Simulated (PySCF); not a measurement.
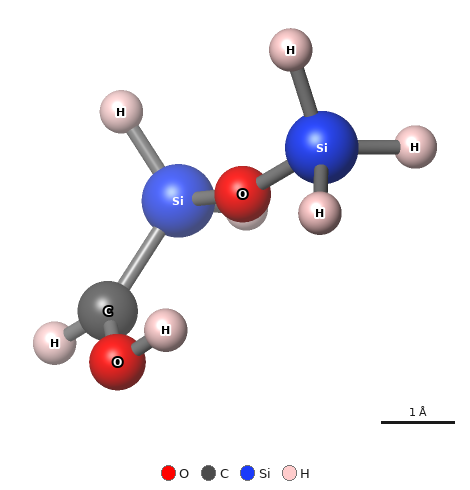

Figure 1. The input geometry (ball-and-stick view, seen at a tilt).

## Run report: CH₇O₂Si₂, EPR calculation

System: CH₇O₂Si₂, multiplicity 2.
Method: UKS B3LYP, pcH-1 on C H O Si, non-relativistic, mean-field spin-orbit, GIAO (PySCF 2.14.0).

It belongs to a series of runs on one base structure; here: H added to O.

### The input
```
{"job": {"kind": "epr", "basis": "pcH-1"}, "charge": 0, "multiplicity": 2}
O      2.036282     1.168688    -0.680718
C      1.966679     0.562073     0.528213
Si     0.467308    -0.354441     1.098356
O     -0.504592    -0.150205    -0.204788
Si    -1.861465    -0.319886    -1.066952
H      1.194854     1.023700    -1.136804
H      2.879707     0.687794     1.087989
H     -0.218060     0.237652     2.251208
H      0.653899    -1.797244     1.279385
H     -1.561863     0.401443    -2.303903
H     -2.090110    -1.744642    -1.293536
H     -2.961440     0.284382    -0.319700
```

The first line tells a small driver script what to run in PySCF; the rest is the geometry in Å.

Run as:
```bash
OMP_NUM_THREADS=1 python <driver script> task.json out
```

### What the program printed
```
UKS, coarse grid
  cycle   1  E = -771.63874663  |g| = 7.10e-01
  cycle   2  E = -771.26244404  |g| = 1.23e+00
  cycle   3  E = -771.79877373  |g| = 9.75e-02
  cycle   4  E = -771.80202566  |g| = 4.19e-02
  cycle   5  E = -771.80273315  |g| = 1.15e-02
  cycle   6  E = -771.80277968  |g| = 4.38e-03
  cycle   7  E = -771.80278540  |g| = 1.27e-03
  cycle   8  E = -771.80278673  |g| = 3.12e-04
UKS, final grid
  cycle   1  E = -771.80277355  |g| = 3.40e-04
  cycle   2  E = -771.80277349  |g| = 5.69e-04
  cycle   3  E = -771.80277360  |g| = 4.47e-05
  cycle   4  E = -771.80277360  |g| = 1.86e-05
E = -771.80277360 Eh   <S^2> = 0.7533 (exact 0.7500)
g shifts (ppm)      1          2          3
  rmc          -186       -186       -186
  gc             -8         41         29
  oz_so          65       1216       2795
  total        -129       1071       2638
hyperfine (MHz)  atom isotope    a_iso     a_fc   dipolar eigenvalues
    0   17O     -24.31     -24.38    -80.42     39.26     41.16
    1   13C      68.61      68.63    -68.66    -67.34    136.00
    2  29Si      46.78      46.83     -2.41     -1.00      3.40
    3   17O       1.60       1.60     -0.42     -0.22      0.64
    4  29Si       0.89       0.89     -0.31      0.15      0.16
    5    1H     -15.39     -15.43    -15.22    -10.38     25.60
    6    1H     -52.87     -52.90    -32.39     -0.82     33.21
    7    1H      47.69      47.69     -3.30     -1.92      5.22
    8    1H      47.77      47.77     -3.29     -1.92      5.21
    9    1H       0.00       0.00     -0.82     -0.79      1.61
   10    1H       0.38       0.38     -0.60     -0.58      1.18
   11    1H       0.38       0.37     -0.60     -0.58      1.18
```

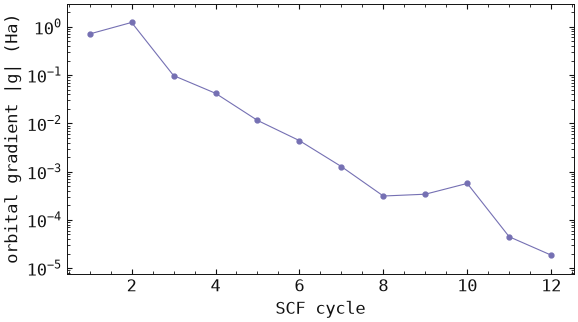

Figure 2. Convergence of the self-consistent field: orbital gradient |g| against the SCF cycle. All cycles printed in the log are drawn one after another.

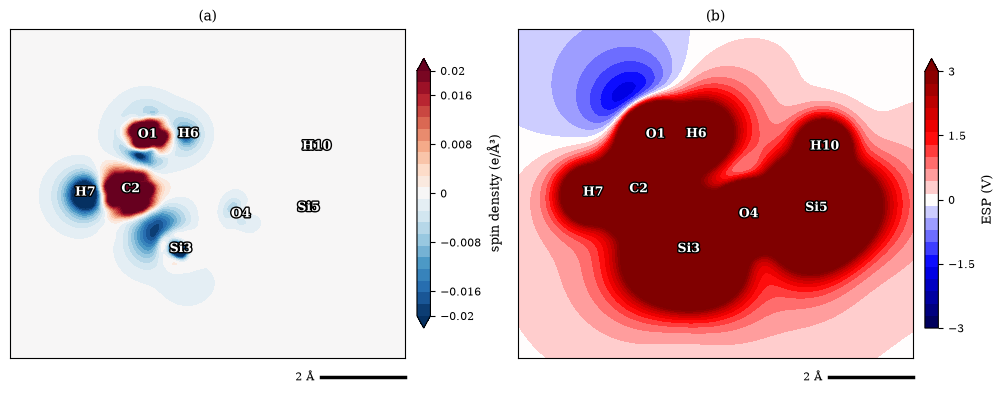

Figure 3. (a) spin density (α minus β); (b) electrostatic potential on the plane of atoms Si3, O4 and Si5. The unpaired spin (1 electron) lies mostly on C2 (about 0.6), O1 (about 0.2) and Si3 (about 0.1), in electrons by Hirshfeld's partition.

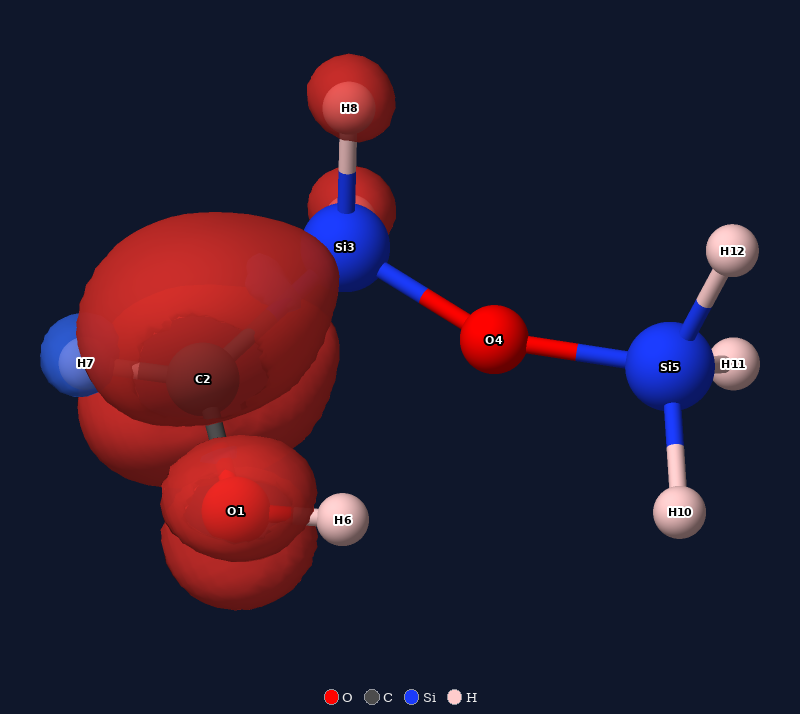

Figure 4. Isosurfaces of the spin density (α minus β) at +0.015 (red) and −0.015 e/Å³ (blue), seen at a tilt. The unpaired spin (1 electron) lies mostly on C2 (about 0.6), O1 (about 0.2) and Si3 (about 0.1), in electrons by Hirshfeld's partition.

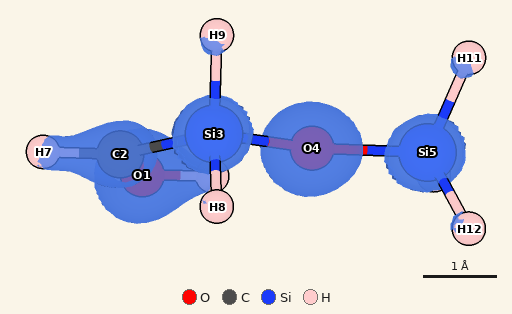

Figure 5. Isosurface of the electron density at 1.5 e/Å³ (blue), seen from the side. At this value the surface falls into nine separate pieces. It is pinched off along the Si–O (1.62 Å) and C–Si (1.85 Å) contacts. On the grid the lowest density along these lines, outside the cores, is 2 e/Å³ (C–O, 1.35 Å), 0.91 e/Å³ (Si–O, 1.62 Å), 0.85 e/Å³ (C–Si, 1.85 Å) and 2.4 e/Å³ (O–H, 0.97 Å).

### Key numbers

| quantity | value |
| --- | --- |
| outcome | converged |
| total energy | −771.802774 hartree |
| ⟨S²⟩ | 0.753 |
| isotropic g | 2.0035 |
| hardware | 1 CPU thread, shared host |
| wall time | 41 s |
| peak memory | 0.8 GiB |
